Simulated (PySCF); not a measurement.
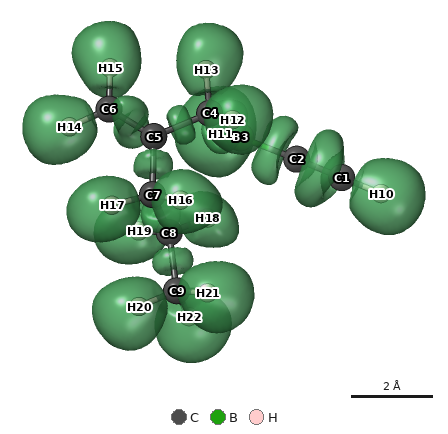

*C$_{8}$H$_{13}$B (SMILES C#CBCC(=C)CCC). Isosurface of the ELF at 0.75 (green), seen at a tilt. Core shells and regions of very low density are left out.*

Geometry: GFN2-xTB.

The calculation used PBE0/pcSseg-1, SCF density, gas phase, non-relativistic in PySCF.

```xyz
22

C     2.4267    1.1043   -2.6012
C     2.1601    0.9048   -1.4420
B     1.7985    0.6530   -0.0040
C     1.5283   -0.8272    0.5033
C     0.2369   -0.9422    1.2665
C     0.1825   -1.0825    2.5816
C    -1.0011   -0.8351    0.4204
C    -1.2298    0.6087   -0.0311
C    -2.3511    0.7233   -1.0547
H     2.6652    1.2833   -3.6102
H     1.8049    1.5421    0.7610
H     1.5216   -1.5489   -0.3170
H     2.3500   -1.1005    1.1707
H    -0.7553   -1.1503    3.1077
H     1.0702   -1.1357    3.1895
H    -0.8955   -1.4681   -0.4650
H    -1.8706   -1.1814    0.9826
H    -0.3010    0.9903   -0.4714
H    -1.4557    1.2256    0.8416
H    -3.2911    0.3687   -0.6366
H    -2.1225    0.1291   -1.9371
H    -2.4817    1.7582   -1.3629
```

> Identify the bonds, lone pairs and shells in this picture.

The surface consists of two regions between bonded B–C atoms (shared pairs), six regions between bonded C–C atoms (shared pairs) and 13 regions around hydrogen nuclei. Profiles from the grid: C–C (1.21 Å): the ELF peaks at about 0.85 between the atoms: a multiple bond. C–B (1.50 Å): the ELF peaks at about 1 between the atoms, as expected for a covalent bond.
